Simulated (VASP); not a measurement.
Band structure of Pd (space group Fm-3m). Level of theory: PBEsol GGA with spin-orbit coupling, VASP's PBE PAW potentials (set 64) (plane waves; VASP).

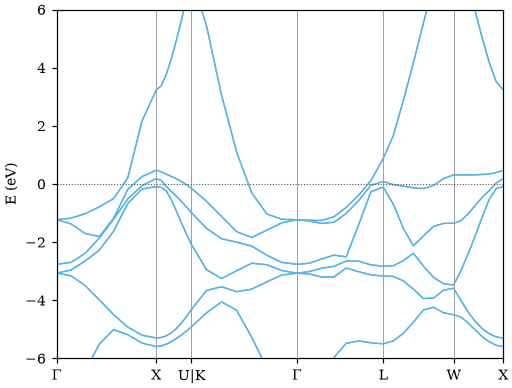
Fig. 1. Bands along high-symmetry lines, zero at the valence-band maximum or, without a gap, the Fermi level

**Question.** Read the plot: is there a gap, and where are the band edges?

**Answer.** It has no gap at this level: it comes out as a metal or semimetal.

The structure comes from a measured Pd entry (Fm-3m) of the Crystallography Open Database, whose conditions weren't checked. It was relaxed first.
